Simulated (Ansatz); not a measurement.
**HgSe, pressure series**

Take HgSe in the zinc blende structure (space group F-43m, No. 216; a = 6.260 Å) as the base.

Cell and atoms are relaxed at each pressure.

All numbers come from PBE (Ansatz, a program for electronic structure, PAW, no spin-orbit coupling).

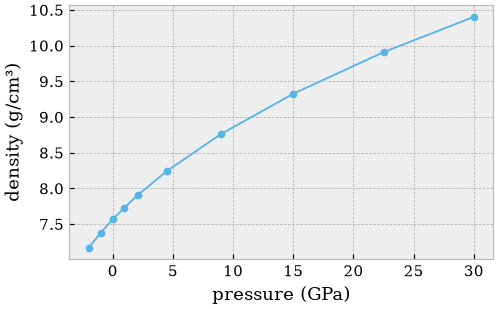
Figure. Density against pressure

```csv
pressure (GPa),density
-2,7.17 g/cm³
-1,7.38 g/cm³
0.9,7.72 g/cm³
2.1,7.91 g/cm³
4.5,8.24 g/cm³
9,8.76 g/cm³
15,9.33 g/cm³
22.5,9.91 g/cm³
30,10.40 g/cm³
```

Load acts through the strain it causes; cell and atoms are relaxed under it. Whether these cells are dynamically stable was not tested. Tetrahedral semiconductors of this kind turn to denser phases somewhere between about 1 and 50 GPa; those were not computed, so compressed cells here can lie past the real transition. All final runs are without spin polarisation.
